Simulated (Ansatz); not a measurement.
## Electronic structure of H16In4Sb5 (charge +2, doublet) in real space

```xyz
25

Sb    0.4180   -3.2485    0.0004
Sb    0.3865   -0.0863   -3.3034
Sb   -2.7108   -0.0802   -0.1034
Sb    0.3965    0.0314    3.2062
Sb    0.5444    3.2699    0.2446
In   -1.3047   -1.9378   -1.8503
In    1.6605   -2.7018    2.6561
In    1.3635    2.5778   -2.7465
In   -1.5178    1.6305    1.8339
H     1.6691   -3.7206   -1.0463
H    -0.3518   -4.7589    0.0648
H     1.7527   -1.0005   -3.7191
H    -0.3169   -0.0252   -4.8432
H    -3.7514   -1.0104    0.8609
H    -3.8954    0.8302   -0.9034
H    -0.3115    0.1567    4.7462
H     1.5940    1.2068    3.4804
H     0.0668    4.8975    0.3343
H     1.9890    3.4517    1.1232
H    -2.4054   -2.7810   -2.8514
H     0.7241   -3.6426    3.7109
H     3.1919   -2.1276    2.1989
H     0.2339    3.6818   -3.3686
H     2.9176    2.3564   -2.0796
H    -2.3800    3.0282    2.3308
```

Geometry: r2SCAN-D4/def2-SVP; core potentials replace the inner electrons of Sb and In.

Theory: Ansatz 0.2.0, UKS PBE0-D4/def2-TZVP.

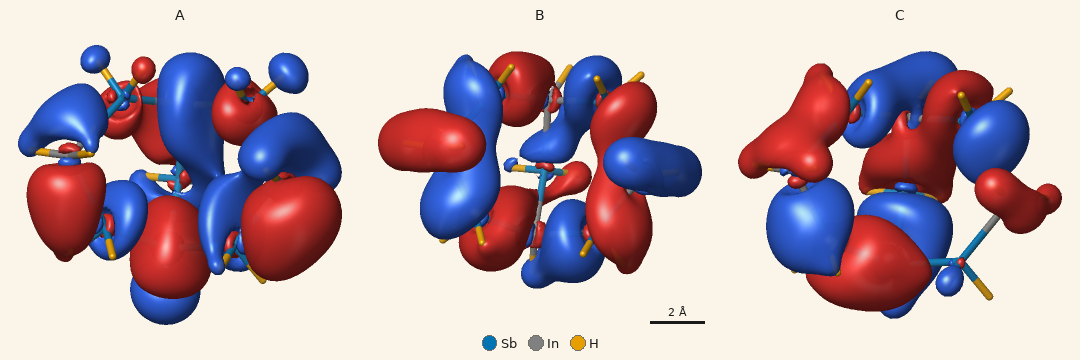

Figure 1. Three frontier orbitals at ±0.04 Å⁻³ᐟ² (red and blue are the two phases), in no order.

Question: Which picture is the HOMO−1, the HOMO and the LUMO? All are α orbitals.

Answer: C is the HOMO−1 (α) (−13.31 eV). Its weight (Hirshfeld) is mainly on Sb1 (about 20 %), Sb3 (about 20 %), In6 (about 15 %), Sb5 (about 10 %), In9 (about 10 %) and In7 (about 5 %). B is the HOMO (α) (−12.96 eV). It lies mainly on Sb1 (about 20 %), Sb2 (about 15 %), In6 (about 10 %), In7 (about 10 %), Sb4 (about 10 %) and Sb5 (about 10 %). A is the LUMO (α) (−8.05 eV). It lies mainly on In8 (about 20 %), In6 (about 15 %), Sb2 (about 10 %), In9 (about 10 %), Sb1 (about 10 %) and In7 (about 10 %).

Question: What is the gap between the highest occupied and lowest empty α orbitals?

Answer: 4.91 eV between the orbital energies.

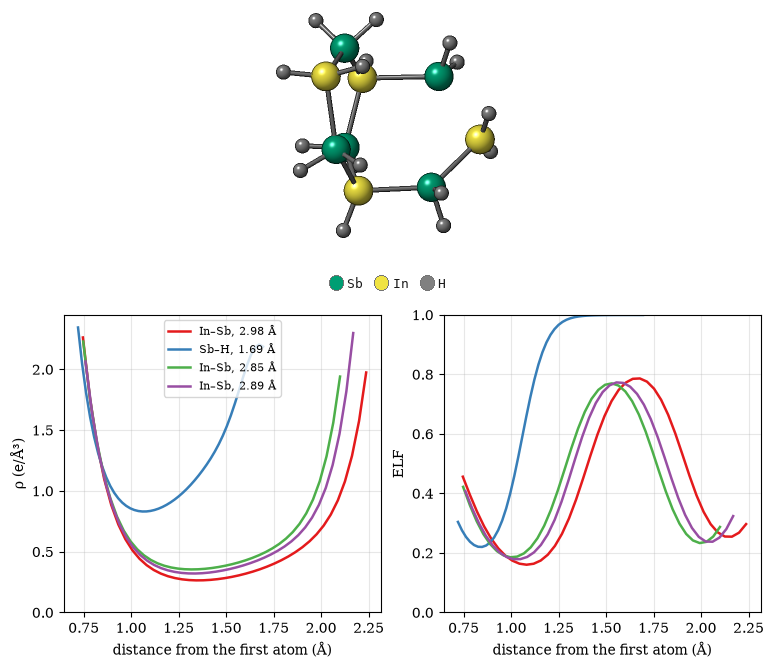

Figure 2. Electron density and electron localisation function along straight lines between neighbouring atoms. The curves leave out the atomic cores. The structure is drawn too.

Question: What can be read from the curves?

Answer: In–Sb (2.98 Å): ρ at the midpoint is about 0.28 e/Å³; the ELF peaks at about 0.80 between the atoms: a shared electron pair.
Sb–H (1.69 Å): ρ at the midpoint is about 1.2 e/Å³; the ELF climbs to about 1 towards the hydrogen.
In–Sb (2.85 Å): the density is about 0.37 e/Å³ at the midpoint; the ELF peaks at about 0.75 between the atoms (a shared electron pair).
In–Sb (2.89 Å): ρ at the midpoint is about 0.34 e/Å³; the ELF peaks at about 0.75 between the atoms, as expected for a covalent bond.

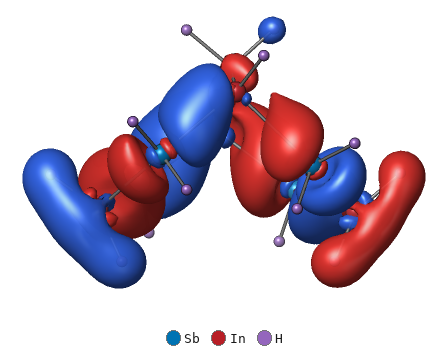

Figure 3. The HOMO (α) at ±0.06 Å⁻³ᐟ² (blue and red are the two phases), seen from one side.

Question: Where does this orbital lie, and at what energy?

Answer: Its weight (Hirshfeld) is mainly on Sb1 (about 20 %), Sb2 (about 15 %), In6 (about 10 %), In7 (about 10 %), Sb4 (about 10 %) and Sb5 (about 10 %). Its energy is −12.96 eV.
